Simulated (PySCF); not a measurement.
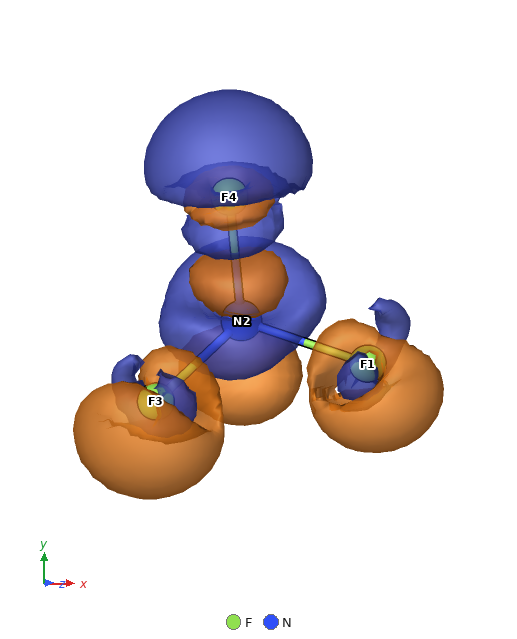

Figure 1: F₃N, SMILES `FN(F)F`. Change of the electron density in a uniform field of 0.21 V/Å, surfaces at ±0.0015 e/Å³ (orange: gain, blue: loss).

PySCF calculation, ωB97X/def2-SVP, gas phase; geometry: GFN2-xTB. No frequency check shows the geometry to be a minimum. A basis without diffuse functions makes polarisabilities too small.

Q: Along which Cartesian direction does the field point?

A: Along +y: electrons gather on the −y side, against the field.

Q: What dipole is induced, and what polarisability does it imply?

A: The induced dipole is 0.14 D (along the field); α along this axis, from the fields in both directions, is 14 bohr³ (2.1 Å³).

Q: Which atoms gain and lose the most charge?

A: Electrons gather most on F3 (Hirshfeld charge changes by −0.006 e) and leave F4 most (+0.010 e); 0.019 electrons are displaced in all.
